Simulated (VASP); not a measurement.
Band structure of C (space group P6_3/mmc). Calculation: PBE GGA, VASP's PBE PAW potentials (set 64) (plane waves; VASP 6.6.1).

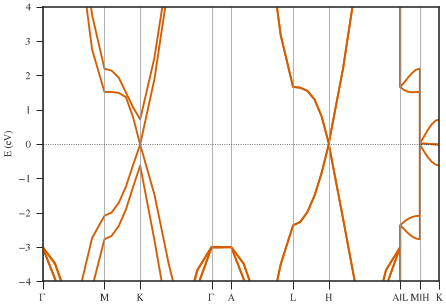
Bands along high-symmetry lines, zero at the valence-band maximum or, without a gap, the Fermi level

### Question
Read the plot: is there a gap, and where are the band edges?

### Answer
It has no gap at this level: it comes out as a metal or semimetal.

The structure is a typed C crystal (P6_3/mmc). The cell was not relaxed at this level.
